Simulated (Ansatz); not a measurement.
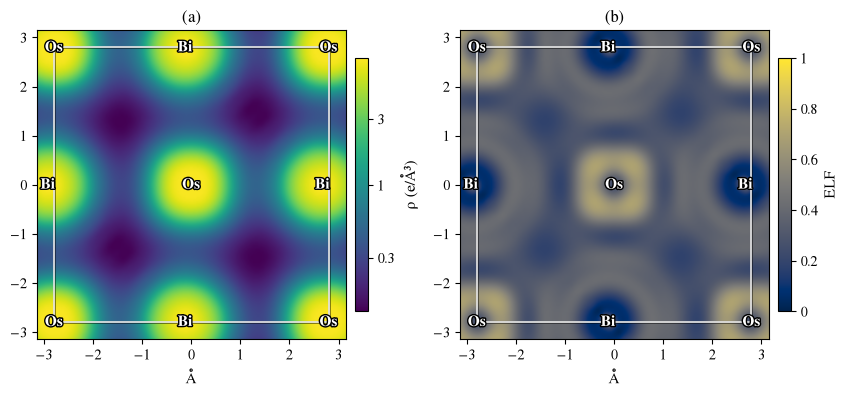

Figure. BiOs. (a) valence pseudo-density; (b) electron localisation function on the (110) plane of the conventional cell.

Space group I4mm; started from the rocksalt prototype, which need not be the ambient phase; changed on purpose from its base cell (atom 1 (Os) moved 0.12 A along x); not relaxed (largest force 0.5 eV/Å); computed without spin polarisation.

Method: DFT PBE, scalar-relativistic, plane waves, PAW (Ansatz).

The density is the valence pseudo-density of a PAW calculation; it isn't the true density close to the nuclei.

```
Os Bi
1.0
     0.00000   -2.79585   -2.79585
     0.00000    2.79585   -2.79585
     5.59170    0.00000    0.00000
Os Bi
2 2
Cartesian
  0.1200 0.0000 -2.7958
  2.9158 0.0000 0.0000
  2.7958 0.0000 -2.7958
  0.0000 0.0000 0.0000
```

What does the map show?

Atoms in the plane: Os and Bi.
Bi–Os (2.68 Å): ρ at the midpoint is about 0.48 e/Å³; the ELF is about 0.40 at the midpoint.
Bi–Os (2.80 Å): ρ at the midpoint is about 0.38 e/Å³; the ELF is about 0.40 at the midpoint.
Bi–Os (2.92 Å): ρ at the midpoint is about 0.3 e/Å³; the ELF is about 0.35 at the midpoint: no shared electron pair shows on this line.
Between the atoms the lowest density in this plane is 0.12 e/Å³.
The features right at Os lie inside the PAW spheres, where the map follows smoothed inner orbitals and isn't to be read closely.
